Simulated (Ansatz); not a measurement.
## Convergence study of shifted k-point meshes for CrB4 (Imm2, 5 atoms in the cell)

```yaml
crystal:
  lattice:
    - [-1.42058, 2.35917, 2.72173]
    - [1.42058, -2.35917, 2.72173]
    - [1.42058, 2.35917, -2.72173]
  atoms:
    - { symbol: Cr, position: [0.00919, 0.00919, 0.00000] }
    - { symbol: B, position: [0.53800, 0.34213, 0.19587] }
    - { symbol: B, position: [0.46200, 0.65787, 0.80413] }
    - { symbol: B, position: [0.14626, 0.34213, 0.80413] }
    - { symbol: B, position: [0.85374, 0.65787, 0.19587] }
```

Level of theory: PBEsol, default PAW files made with PBE (plane waves; Ansatz, a quantum-chemistry and plane-wave program).

Base settings: basis.ecutwfc = 30.9 Ry; kpoints.mp_grid.grid = 10 10 10; hamiltonian.xc = pbesol; hamiltonian.pseudopotentials = {kind: paw} (the program's default PAW files); scf.occupations.method = gaussian; scf.occupations.width = 0.0073 Ry.

In this ladder: kpoints.mp_grid.shift = 0.5 0.5 0.5.

Only quantities that move along the ladder and can be compared are tabulated.

The starting cell comes from a database of computed structures (which also holds hypothetical and non-ambient phases and stackings), without a prior relaxation at this level. Its lattice was rescaled by up to half a per cent. One atom was moved a little off its site on purpose. Spin polarisation is off. In the base run, forces exceed 1 eV/Å. Ansatz's pressure includes its estimate of the finite-basis (Pulay) stress.

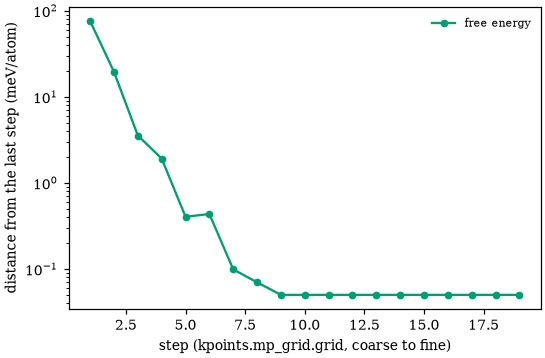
Distance from the last step along the ladder; very small values are drawn at a floor.

```tsv
kpoints.mp_grid.grid	free energy less the last step's (meV/atom)	pressure (GPa)	largest difference of a force vector from the last step's (eV/Å)
2 2 2	75.73	0.34	0.790
3 3 3	19.47	0.73	0.669
4 4 4	-3.55	0.00	0.069
5 5 5	1.92	0.25	0.111
6 6 6	-0.40	0.14	0.022
7 7 7	0.43	0.16	0.023
8 8 8	0.10	0.14	0.011
9 9 9	-0.07	0.15	0.011
10 10 10	-0.02	0.15	0.006
12 12 12	0.04	0.15	0.004
13 13 13	0.01	0.15	0.004
14 14 14	0.00	0.15	0.001
16 16 16	0.03	0.15	0.001
17 17 17	-0.01	0.15	0.001
19 19 19	-0.01	0.15	0.001
21 21 21	0.00	0.15	0.000
24 24 24	0.00	0.15	0.000
29 29 29	0.00	0.15	0.000
36 36 36	0.00	0.15	0.000
40 40 40	0.00	0.15	0.000
```

Coarsest kpoints.mp_grid.grid that holds the forces within 0.01 eV/Å of the last step, with all finer ones: 10 10 10; the step before is off by 0.011 eV/Å.

Coarsest kpoints.mp_grid.grid that holds the pressure within 0.05 GPa of the last step, with all finer ones: 6 6 6; the step before is off by 0.11 GPa.

Coarsest kpoints.mp_grid.grid that holds the free energy within 5 meV/atom of the last step, with all finer ones: 4 4 4; the step before is off by 19 meV/atom.

Keys are those of Ansatz 0.2.
